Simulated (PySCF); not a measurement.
**C₂H₈N₂Si: runs on many settings**

Aim: see how C₂H₈N₂Si (`C/C=N/[SiH2]N`) answers to the choice of functional, basis, grid and SCF options, and what happens with inputs that are wrong on purpose.

The runs use PySCF 2.14.0, with density-fitted response routines of our own; the level of theory stands in each step. All values are computed, except where a source is named. Atoms count from 0, in the outputs and in this text.

### 1 The starting structure

13 atoms, charge 0, multiplicity 1; geometry from: GFN2-xTB.

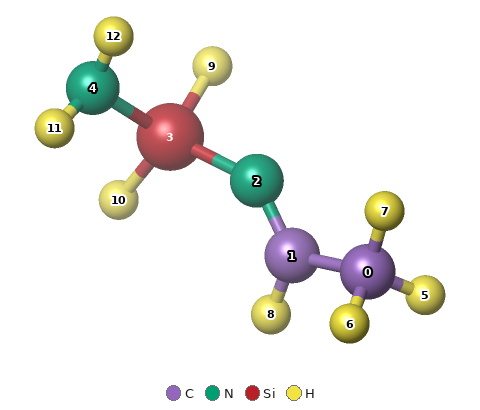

As it starts; carbon purple, nitrogen teal, silicon red, hydrogen yellow, atoms numbered.

### 2 J couplings: HSE06/aug-pcSseg-1

The job: settings as JSON, then the geometry in Å.

```
{"job": {"kind": "j", "xc": "HSE06", "basis": "aug-pcSseg-1", "scf": {"aux": "def2-qzvpp-jkfit", "guess": "atom"}}, "charge": 0, "multiplicity": 1}
C      2.438593     0.171616    -0.088562
C      1.122317    -0.464713     0.204350
N      0.063682    -0.079053    -0.334282
Si    -1.601611    -0.524017    -0.243523
N     -2.564065     0.845313     0.181346
H      3.120526    -0.572720    -0.497676
H      2.877672     0.550494     0.833483
H      2.316372     0.984931    -0.797925
H      1.166917    -1.295298     0.925569
H     -1.932899    -0.889467    -1.616316
H     -1.955094    -1.545424     0.746939
H     -2.499637     1.193373     1.125067
H     -2.557162     1.625452    -0.456198
```

Level: HSE06/aug-pcSseg-1 indirect spin-spin coupling, non-relativistic, gas phase.

The run is started by

```bash
$ OMP_NUM_THREADS=1 python probes_run.py task.json out
```

The driver reads the jobs from task.json and runs them one after another.

The log of the run:

```text
final grid: 99304 points
cycle   1  E = -479.1441434330  dE =  1.390e+00  |g| = 1.585e+00  |ddm| = 5.872e+00
cycle   2  E = -477.5397324693  dE =  1.604e+00  |g| = 2.674e+00  |ddm| = 2.470e+01
cycle   3  E = -479.6108524789  dE = -2.071e+00  |g| = 6.242e-01  |ddm| = 2.456e+01
cycle   4  E = -479.6895374967  dE = -7.869e-02  |g| = 2.970e-01  |ddm| = 1.304e+00
cycle   5  E = -479.7079515182  dE = -1.841e-02  |g| = 6.838e-02  |ddm| = 4.922e-01
cycle   6  E = -479.7089656789  dE = -1.014e-03  |g| = 1.825e-02  |ddm| = 1.261e-01
cycle   7  E = -479.7090410341  dE = -7.536e-05  |g| = 3.702e-03  |ddm| = 2.878e-02
cycle   8  E = -479.7090440905  dE = -3.056e-06  |g| = 8.240e-04  |ddm| = 9.098e-03
cycle   9  E = -479.7090442023  dE = -1.117e-07  |g| = 4.668e-04  |ddm| = 1.588e-03
cycle  10  E = -479.7090442549  dE = -5.263e-08  |g| = 8.096e-05  |ddm| = 7.199e-04
cycle  11  E = -479.7090442565  dE = -1.624e-09  |g| = 1.207e-05  |ddm| = 2.268e-04
cycle  12  E = -479.7090442566  dE = -3.786e-11  |g| = 1.841e-06  |ddm| = 2.706e-05
converged SCF energy = -479.7090442566

Indirect spin-spin couplings (Hz)
  i      j    bonds     total        FC       PSO       DSO        SD
  0 C    1 C    1     63.322    64.922    -1.793     0.192         -
  0 C    2 N    2     -6.176    -6.763     0.601     0.016    -0.031
  0 C    3 Si   3     -9.844    -9.605    -0.174     0.052    -0.117
  0 C    5 H    1    141.869   139.782     1.477     0.610         -
  0 C    6 H    1    140.645   138.555     1.480     0.610         -
  0 C    7 H    1    146.737   144.996     1.110     0.630         -
  0 C    8 H    2     14.997    15.333    -0.039    -0.297         -
  0 C    9 H    4     -0.627    -0.574     0.155    -0.209         -
  0 C   10 H    4      0.820     0.865     0.189    -0.234         -
  1 C    2 N    1    -27.805   -33.711     7.717    -0.080    -1.732
  1 C    3 Si   2      1.616     1.694    -0.062     0.058    -0.074
  1 C    4 N    3     -0.434    -0.550    -0.009     0.031     0.094
  1 C    5 H    2     -7.752    -7.638     0.011    -0.125         -
  1 C    6 H    2     -7.496    -7.364    -0.005    -0.127         -
  1 C    7 H    2     -6.236    -5.798    -0.263    -0.175         -
  1 C    8 H    1    162.065   161.603    -0.490     0.953         -
  1 C    9 H    3      5.446     5.543     0.273    -0.369         -
  1 C   10 H    3      0.826     0.992    -0.059    -0.107         -
  1 C   11 H    4     -0.406    -0.354     0.107    -0.160         -
  1 C   12 H    4     -0.332    -0.276     0.241    -0.297         -
  2 N    3 Si   1      9.516    11.642    -2.432     0.046     0.260
  2 N    4 N    2      0.732     0.781    -0.090    -0.004     0.046
  2 N    5 H    3     -3.652    -3.870     0.075     0.151    -0.008
  2 N    6 H    3     -3.719    -3.949     0.079     0.153    -0.001
  2 N    7 H    3     -1.710    -1.991     0.305    -0.049     0.025
  2 N    8 H    2      4.015     2.806     1.161     0.213    -0.165
  2 N    9 H    2     -6.446    -6.710     0.220     0.033     0.011
  2 N   10 H    2     -1.335    -1.563     0.102     0.144    -0.017
  2 N   11 H    3      0.643     0.586    -0.027     0.047     0.036
  2 N   12 H    3      0.378     0.370     0.036     0.015    -0.043
  3 Si   4 N    1     18.623    20.923    -2.707     0.031     0.376
  3 Si   5 H    4      1.447     1.470    -0.169     0.187    -0.042
  3 Si   6 H    4      0.737     0.765    -0.176     0.189    -0.041
  3 Si   7 H    4      0.369     0.450    -0.196     0.146    -0.030
  3 Si   8 H    3     -9.590    -9.591    -0.028     0.062    -0.034
  3 Si   9 H    1   -213.371  -213.662     0.950    -0.316    -0.342
  3 Si  10 H    1   -191.839  -192.180     0.971    -0.317    -0.314
  3 Si  11 H    2      3.083     2.210     0.571     0.349    -0.046
  3 Si  12 H    2      4.272     3.350     0.600     0.339    -0.017
  4 N    5 H    5     -0.217    -0.231    -0.067     0.093    -0.012
  4 N    6 H    5     -0.190    -0.203    -0.042     0.056    -0.001
  4 N    8 H    4      0.181     0.089    -0.049     0.103     0.038
  4 N    9 H    2     -4.584    -4.744     0.030     0.114     0.016
  4 N   10 H    2     -6.154    -6.326     0.069     0.091     0.011
  4 N   11 H    1    -74.856   -70.856    -3.213    -0.293    -0.494
  4 N   12 H    1    -74.111   -70.214    -3.141    -0.291    -0.465
  5 H    6 H    2    -18.166   -18.091     2.669    -2.744         -
  5 H    7 H    2    -13.593   -13.464     2.717    -2.845         -
  5 H    8 H    3      1.672     1.736     0.593    -0.658         -
  5 H    9 H    5      1.674     1.803     0.470    -0.599         -
  5 H   10 H    5     -0.378    -0.204     0.588    -0.762         -
  5 H   11 H    6     -0.205    -0.054     0.664    -0.815         -
  5 H   12 H    6     -0.199    -0.057     0.620    -0.761         -
  6 H    7 H    2    -13.383   -13.254     2.719    -2.848         -
  6 H    8 H    3      1.679     1.741     0.569    -0.631         -
  6 H    9 H    5      0.746     1.015     0.826    -1.095         -
  6 H   11 H    6     -0.158    -0.114     0.158    -0.202         -
  6 H   12 H    6     -0.215    -0.122     0.410    -0.503         -
  7 H    8 H    3      7.398     7.829     2.509    -2.940         -
  7 H   10 H    5     -0.215     0.101     0.776    -1.091         -
  8 H    9 H    4     -1.773    -1.313     0.759    -1.219         -
  8 H   10 H    4      1.142     0.959    -0.517     0.700         -
  8 H   12 H    5     -0.224     0.092     0.992    -1.307         -
  9 H   10 H    2      8.378     9.813     0.906    -2.341         -
  9 H   11 H    3      7.995     9.026     2.128    -3.159         -
  9 H   12 H    3      0.592     0.806     0.310    -0.524         -
 10 H   11 H    3      0.350     0.547     0.323    -0.521         -
 10 H   12 H    3      7.208     8.204     2.132    -3.127         -
 11 H   12 H    2     -9.005    -9.907     5.539    -4.637         -
```

Run time: 36 s. Hardware: 1 thread of Arm Neoverse V2, shared host; peak memory 0.8 GiB.

This basis has no tight s functions, so the Fermi-contact terms are rough.

Couplings of 1 Hz or more, nine at most for each number of bonds, with means over like pairs (isotopes 13C, 1H, 15N, 29Si):

```
   pair  bonds  J (Hz)  Fermi contact (Hz)  dihedral (°)
 Si3–H9      1  -202.6              -202.9             –
  C1–H8      1   162.1               161.6             –
  C0–H5      1   143.1               141.1             –
 N4–H11      1   -74.5               -70.5             –
  C0–C1      1    63.3                64.9             –
  C1–N2      1   -27.8               -33.7             –
 Si3–N4      1    18.6                20.9             –
 N2–Si3      1     9.5                11.6             –
  H5–H6      2   -15.0               -14.9             –
  C0–H8      2    15.0                15.3             –
H11–H12      2    -9.0                -9.9             –
 H9–H10      2     8.4                 9.8             –
  C1–H5      2    -7.2                -6.9             –
  C0–N2      2    -6.2                -6.8             –
  N4–H9      2    -5.4                -5.5             –
  N2–H8      2     4.0                 2.8             –
  N2–H9      2    -3.9                -4.1             –
 C0–Si3      3    -9.8                -9.6          -179
 Si3–H8      3    -9.6                -9.6             1
 H9–H11      3     4.0                 4.6             –
  H5–H8      3     3.6                 3.8             –
  C1–H9      3     3.1                 3.3             –
  N2–H5      3    -3.0                -3.3             –
```

The spin-dipole term was solved for some atoms only; pairs without it lack that part.

Quadrupole couplings from the field gradients of the same density:

```
atom  isotope  eQq/h (MHz)     η
  N2      14N       -4.512  0.74
  N4      14N       -4.158  0.35
```

### 3 J couplings: SCAN/pcSseg-1

Settings changed since step 2:

```diff
@@ -1,2 +1,2 @@
-{"job": {"kind": "j", "xc": "HSE06", "basis": "aug-pcSseg-1", "scf": {"aux": "def2-qzvpp-jkfit", "guess": "atom"}}, "charge": 0, "multiplicity": 1}
+{"job": {"kind": "j", "xc": "SCAN", "basis": "pcSseg-1", "scf": {"guess": "1e", "max_cycle": 50}}, "charge": 0, "multiplicity": 1}
 C      2.438593     0.171616    -0.088562
```

With the program's defaults for keys left out, this is: SCAN/pcSseg-1.

The log of the run:

```text
NotImplementedError: meta-GGA kernel
```

Wall time 14 s (1 thread of Arm Neoverse V2, shared host).

**What went wrong.** This response code has no terms for the kinetic-energy density, so it refuses meta-GGA functionals here. Cure: take a GGA or a hybrid, or another code.

### 4 Nuclear shieldings: PBE0/def2-TZVP

Settings changed since step 3:

```diff
@@ -1,2 +1,2 @@
-{"job": {"kind": "j", "xc": "SCAN", "basis": "pcSseg-1", "scf": {"guess": "1e", "max_cycle": 50}}, "charge": 0, "multiplicity": 1}
+{"job": {"kind": "nmr", "xc": "PBE0", "basis": "def2-TZVP", "pop": true}, "charge": 0, "multiplicity": 1}
 C      2.438593     0.171616    -0.088562
```

Method: GIAO PBE0/def2-TZVP NMR shielding, non-relativistic, gas phase.

The log of the run:

```text
coarse grid: 10880 points
cycle   1  E = -479.7153948985  dE =  4.138e-01  |g| = 6.065e-01  |ddm| = 2.589e+00
cycle   2  E = -479.5997999912  dE =  1.156e-01  |g| = 9.454e-01  |ddm| = 1.890e+00
cycle   3  E = -479.7933770196  dE = -1.936e-01  |g| = 1.384e-01  |ddm| = 1.395e+00
cycle   4  E = -479.7971724111  dE = -3.795e-03  |g| = 5.031e-02  |ddm| = 1.092e-01
cycle   5  E = -479.7976861139  dE = -5.137e-04  |g| = 1.311e-02  |ddm| = 4.618e-02
cycle   6  E = -479.7977221100  dE = -3.600e-05  |g| = 3.271e-03  |ddm| = 1.151e-02
cycle   7  E = -479.7977245457  dE = -2.436e-06  |g| = 5.913e-04  |ddm| = 4.291e-03
final grid: 99304 points
cycle   8  E = -479.7852469485  dE = -3.597e-05  |g| = 7.995e-03  |ddm| = 3.583e-02
cycle   9  E = -479.7852390614  dE =  7.887e-06  |g| = 9.999e-03  |ddm| = 1.686e-02
cycle  10  E = -479.7852606869  dE = -2.163e-05  |g| = 7.611e-04  |ddm| = 8.952e-03
cycle  11  E = -479.7852607918  dE = -1.049e-07  |g| = 3.524e-04  |ddm| = 6.956e-04
cycle  12  E = -479.7852608175  dE = -2.567e-08  |g| = 1.182e-04  |ddm| = 2.468e-04
cycle  13  E = -479.7852608203  dE = -2.800e-09  |g| = 3.587e-05  |ddm| = 1.354e-04
cycle  14  E = -479.7852608206  dE = -2.722e-10  |g| = 6.874e-06  |ddm| = 3.772e-05
converged SCF energy = -479.7852608206

GIAO shielding tensors (ppm)
atom      isotropic    diamagn.    paramagn.     s11        s22        s33       span
  0 C      156.568     248.058     -91.490    138.197    140.111    191.398     53.201
  1 C       15.577     253.379    -237.802    -73.298    -10.958    130.987    204.285
  2 N     -120.887     322.496    -443.383   -420.047   -160.589    217.974    638.022
  3 Si     371.089     877.227    -506.138    338.381    378.725    396.161     57.779
  4 N      242.242     316.489     -74.247    231.951    236.155    258.622     26.671
  5 H       29.812      29.346       0.466     27.785     28.074     33.577      5.792
  6 H       29.831      29.849      -0.018     27.924     28.136     33.434      5.510
  7 H       29.979      30.118      -0.139     27.572     29.080     33.286      5.714
  8 H       22.785      31.711      -8.926     21.081     23.070     24.203      3.122
  9 H       26.669      30.324      -3.655     23.897     25.200     30.910      7.013
 10 H       26.523      30.309      -3.786     23.348     25.173     31.048      7.701
 11 H       31.591      31.629      -0.037     25.916     27.705     41.153     15.237
 12 H       31.276      31.300      -0.025     25.408     27.283     41.135     15.727
```

It took 17 s on 1 thread of Arm Neoverse V2, shared host; peak memory 0.81 GiB.

Shifts follow as δ = σ(reference) − σ, with reference shieldings (ppm) from runs at the same level and on the same kind of geometry: ¹H TMS 31.95, ¹³C TMS 189.2, ²⁹Si TMS 329.6, ¹⁵N NH3 267.8. The references are single molecules in the gas phase, so shifts against H2O, NH3, PH3, H3PO4 or CFCl3 are not on the usual liquid scales and can be off by tens of ppm. Atoms listed in one row are averaged.

```
     atoms                          environment  σ (ppm)  δ (ppm)
        C1                           C=N carbon     15.6    173.6
        C0                        methyl carbon    156.6     32.6
        H8             hydrogen on a C=N carbon    22.78     9.16
   H9, H10  hydrogen on a silicon bonded to 2 N    26.60     5.35
H5, H6, H7          hydrogen on a methyl carbon    29.87     2.07
  H11, H12  hydrogen on a nitrogen bonded to Si    31.43     0.51
        N2                       imine nitrogen   -120.9    388.7
        N4           nitrogen bonded to Si, 2 H    242.2     25.5
       Si3           silicon bonded to 2 N, 2 H    371.1    -41.5
```

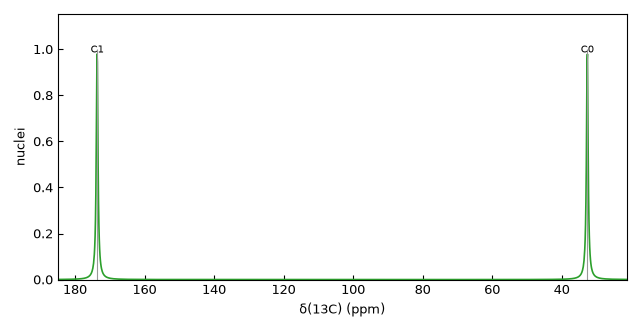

¹³C lines at the computed shifts, without couplings. Lines are broadened to a width of 0.56 ppm (Lorentzian).

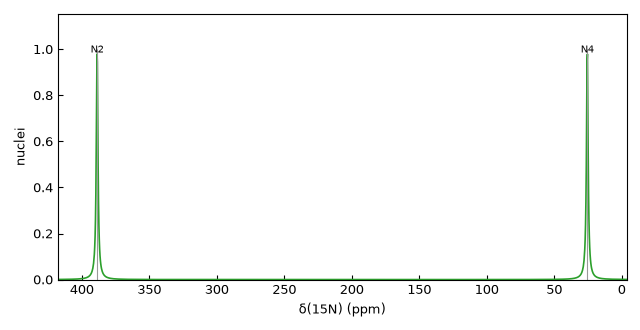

¹⁵N lines at the computed shifts, without couplings. Lines are broadened to a width of 1 ppm (Lorentzian).

Charges from the same density, by scheme (e):

```
atoms  Mulliken    IAO  Hirshfeld  ESP fit
   C0     -0.27  -0.46      -0.12    -0.50
   C1     -0.05   0.09       0.07     0.51
   N2     -0.25  -0.58      -0.25    -0.63
  Si3      0.38   1.03       0.38     0.71
   N4     -0.62  -0.87      -0.32    -1.02
```

ESP fit charges:

C0 -0.50; C1 0.51; N2 -0.63; Si3 0.71; N4 -1.02; H5 0.13; H6 0.13; H7 0.15; H8 -0.03; H9 -0.10; H10 -0.13; H11 0.40; H12 0.39

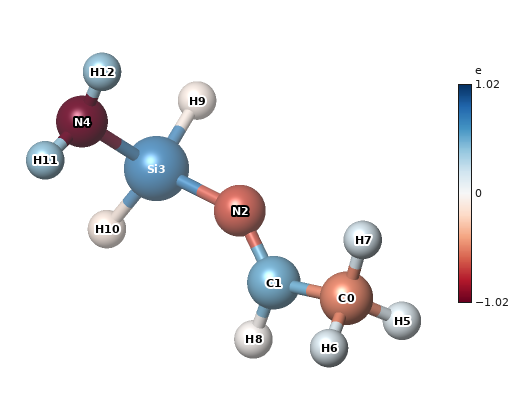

ESP fit charges, as colours on the atoms.

Mayer bond orders: C0–C1 0.98, C1–N2 2.00, N2–Si3 1.10, Si3–N4 1.20.

(Part 1 of 2 ends here.)
